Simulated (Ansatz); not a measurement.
Given this structure:

```cif
data_structure
_symmetry_space_group_name_H-M 'P 1'
_symmetry_Int_Tables_number 1
_cell_length_a 4.3797
_cell_length_b 4.3797
_cell_length_c 4.3797
_cell_angle_alpha 90.000
_cell_angle_beta 90.000
_cell_angle_gamma 90.000
_cell_volume 84.01
loop_
_atom_site_label
_atom_site_type_symbol
_atom_site_fract_x
_atom_site_fract_y
_atom_site_fract_z
_atom_site_occupancy
Si1 Si 0.25000 0.25000 0.25000 1
C1 C 0.00000 0.00000 0.00000 1
Si2 Si 0.25000 0.75000 0.75000 1
C2 C 0.00000 0.50000 0.50000 1
Si3 Si 0.75000 0.25000 0.75000 1
C3 C 0.50000 0.00000 0.50000 1
Si4 Si 0.75000 0.75000 0.25000 1
C4 C 0.50000 0.50000 0.00000 1
```

### Work out the structure from the coordinates.

The formula is SiC. Its lattice is face-centred cubic, its space group F-43m (No. 216). The prototype is zinc blende (sphalerite type). The cell has 8 atoms, namely 4 Si, 4 C. Around each Si lie four C in a tetrahedral arrangement at 1.90 Å. C is coordinated by four Si in a tetrahedral arrangement at 1.90 Å. The bonds build a three-dimensional framework.

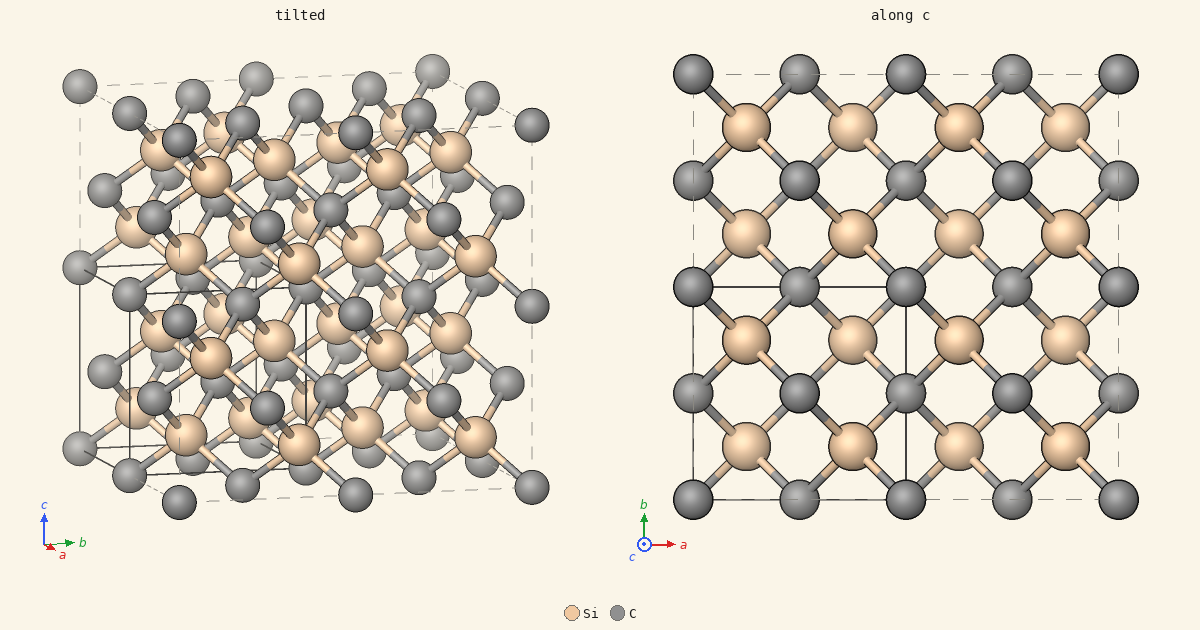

A ball-and-stick rendering, viewed slightly off an axis and along the c axis. A block of 2×2×2 cells is shown, with one conventional unit cell in solid outline. Colours: silicon light orange, carbon grey.

Starting structure: a structure listed in the Materials Project. Earlier steps of the study may have refined or changed the cell and positions. It went into a calculation with Ansatz.
